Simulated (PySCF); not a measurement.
## NMR shielding calculation, with input and output: CH7OPSi2

System: CH7OPSi2.
Method: GIAO PBE0/pcSseg-2 NMR shielding, non-relativistic, gas phase (PySCF 2.14.0).

The geometry comes from this level: PBE0-D3(BJ)/def2-SVP. Figures and captions count atoms from 1; the log counts them from 0 in places.

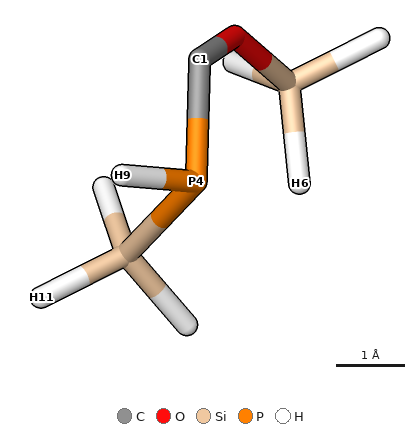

Figure 1. The input geometry (stick view, seen at a tilt; atoms are numbered from 1 in the order of the input).

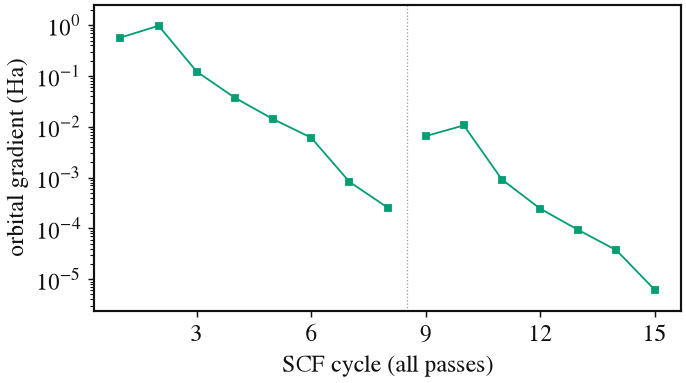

Figure 2. Convergence of the self-consistent field: orbital gradient against the SCF cycle. The dotted line marks the change from a coarse to the final integration grid. The first 8 cycles use a coarse grid, the final grid takes over at cycle 9, and the field converges after 15 cycles in all.

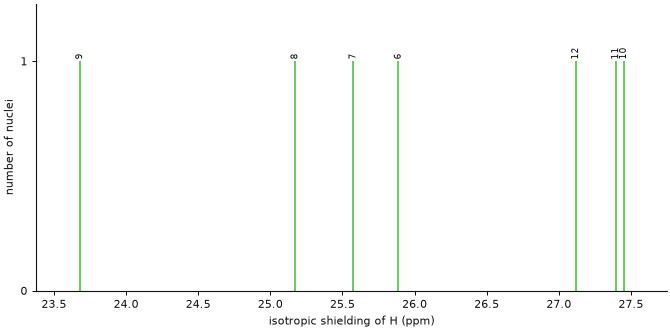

Figure 3. Isotropic shieldings of the hydrogen nuclei in this fixed geometry, labelled by atom number; shielding grows to the right, so chemical shift grows to the left. The least shielded is H9 (23.7 ppm), the most shielded H10 (27.4 ppm).

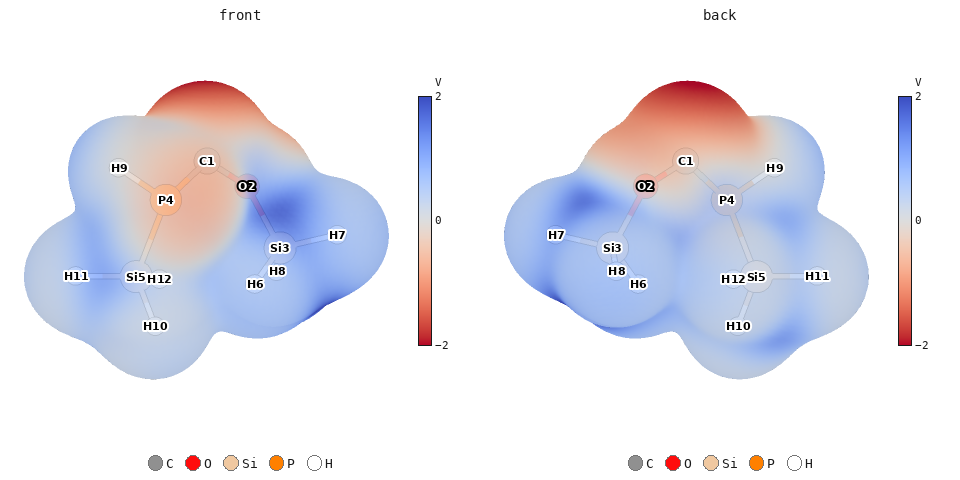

Figure 4. The electrostatic potential painted on the density surface at 0.002 e/bohr³, seen at a tilt and from behind; the colour scale runs from red (negative) to blue (positive). Its dipole moment is 3.05 D.

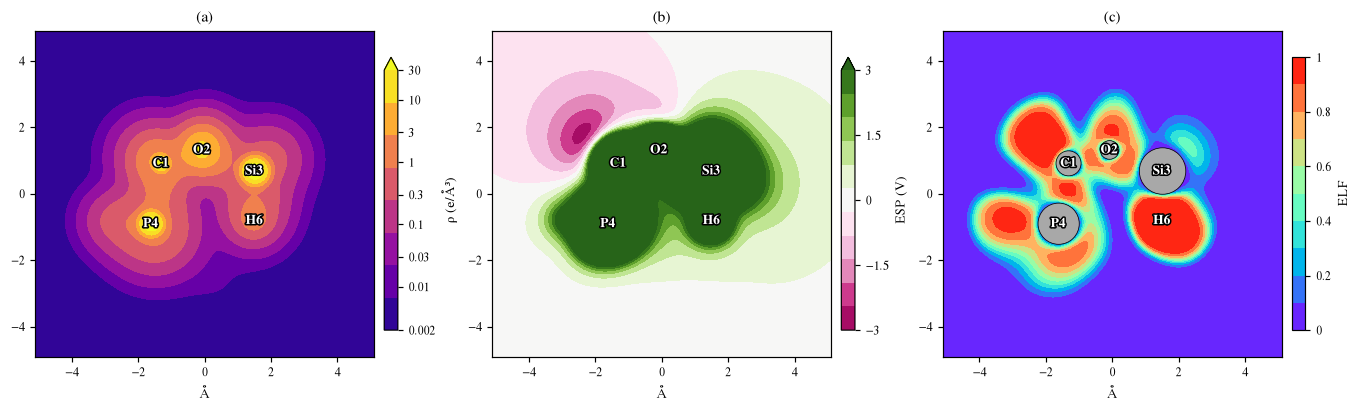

Figure 5. (a) total electron density; (b) electrostatic potential; (c) electron localisation function on the plane of atoms O2, Si3 and H6. Grey discs, where drawn, cover atomic cores. The section cuts through C, O, Si, P and H sites. Si–O (1.72 Å): ρ is about 1 e/Å³ halfway; the ELF peaks at about 0.85 between the atoms, which marks a polar covalent bond. Si–H (1.49 Å): ρ at the midpoint is about 0.82 e/Å³; the ELF climbs to about 1 towards the hydrogen, as it does in any bond to H.

These pictures come from the run below.

### Input file
```
{"job": {"kind": "nmr", "xc": "PBE0", "basis": "pcSseg-2"}, "charge": 0, "multiplicity": 1}
C     -0.341323    -0.088467     1.979993
O     -1.192153     0.615183     1.296518
Si    -1.283583     1.535488    -0.151036
P      1.325037    -0.363162     1.232147
Si     1.036627    -1.236371    -0.836754
H      0.033586     1.518005    -0.852794
H     -1.632786     2.910642     0.286164
H     -2.360064     0.932953    -0.975644
H      1.595557    -1.559814     1.941924
H      1.661279    -0.367787    -1.878629
H      1.626850    -2.606500    -0.888543
H     -0.430623    -1.318145    -1.136505
```

The first line tells a small driver script what to run in PySCF; the rest is the geometry in Å.

Command:
```bash
OMP_NUM_THREADS=1 python <driver script> task.json out
```

### The program's output
```
coarse grid: 11384 points
cycle   1  E = -1037.3085235170  dE =  1.722e-01  |g| = 5.711e-01  |ddm| = 2.589e+00
cycle   2  E = -1037.1874565841  dE =  1.211e-01  |g| = 9.773e-01  |ddm| = 8.806e-01
cycle   3  E = -1037.3607632022  dE = -1.733e-01  |g| = 1.221e-01  |ddm| = 6.181e-01
cycle   4  E = -1037.3639596019  dE = -3.196e-03  |g| = 3.728e-02  |ddm| = 1.337e-01
cycle   5  E = -1037.3643059173  dE = -3.463e-04  |g| = 1.419e-02  |ddm| = 5.456e-02
cycle   6  E = -1037.3643524332  dE = -4.652e-05  |g| = 6.106e-03  |ddm| = 1.962e-02
cycle   7  E = -1037.3643633753  dE = -1.094e-05  |g| = 8.291e-04  |ddm| = 8.043e-03
cycle   8  E = -1037.3643636184  dE = -2.431e-07  |g| = 2.578e-04  |ddm| = 1.296e-03
final grid: 95800 points
cycle   9  E = -1037.3736229221  dE = -4.184e-05  |g| = 6.575e-03  |ddm| = 2.409e-02
cycle  10  E = -1037.3736088194  dE =  1.410e-05  |g| = 1.067e-02  |ddm| = 9.464e-03
cycle  11  E = -1037.3736307757  dE = -2.196e-05  |g| = 9.151e-04  |ddm| = 6.045e-03
cycle  12  E = -1037.3736309512  dE = -1.755e-07  |g| = 2.452e-04  |ddm| = 9.908e-04
cycle  13  E = -1037.3736309656  dE = -1.433e-08  |g| = 9.331e-05  |ddm| = 3.290e-04
cycle  14  E = -1037.3736309675  dE = -1.964e-09  |g| = 3.715e-05  |ddm| = 1.272e-04
cycle  15  E = -1037.3736309679  dE = -4.143e-10  |g| = 6.225e-06  |ddm| = 4.806e-05
converged SCF energy = -1037.3736309679

GIAO shielding tensors (ppm)
atom      isotropic    diamagn.    paramagn.     s11        s22        s33       span
  0 C     -472.276     242.496    -714.772  -1387.503   -105.616     76.292   1463.796
  1 O     -218.816     390.972    -609.788   -814.521   -163.632    321.706   1136.227
  2 Si     372.882     878.369    -505.487    322.893    372.519    423.235    100.342
  3 P      358.226     969.407    -611.181     -5.514    407.657    672.534    678.048
  4 Si     441.731     880.531    -438.800    401.894    445.936    477.362     75.468
  5 H       25.887      31.306      -5.419     22.673     26.733     28.255      5.581
  6 H       25.573      28.337      -2.763     23.564     24.115     29.040      5.477
  7 H       25.171      29.447      -4.276     23.156     24.645     27.712      4.556
  8 H       23.678      30.966      -7.288     17.413     25.388     28.234     10.820
  9 H       27.448      29.850      -2.401     24.821     25.525     32.000      7.179
 10 H       27.394      29.051      -1.657     23.376     25.981     32.826      9.450
 11 H       27.116      31.187      -4.071     24.194     26.630     30.526      6.332
```

### Results in brief

| quantity | value |
| --- | --- |
| outcome | converged |
| total energy | −1037.373631 hartree |
| HOMO | −5.67 eV |
| LUMO | −1.81 eV |
| dipole moment | 3.05 D |
| isotropic shielding, C | −472.3 ppm |
| isotropic shielding, O | −218.8 ppm |
| isotropic shielding, Si | 372.9 to 441.7 ppm |
| isotropic shielding, P | 358.2 ppm |
| isotropic shielding, H | 23.7 to 27.4 ppm |
| hardware | 1 CPU thread, shared host |
| wall time | 75 s |
| peak memory | 1.2 GiB |
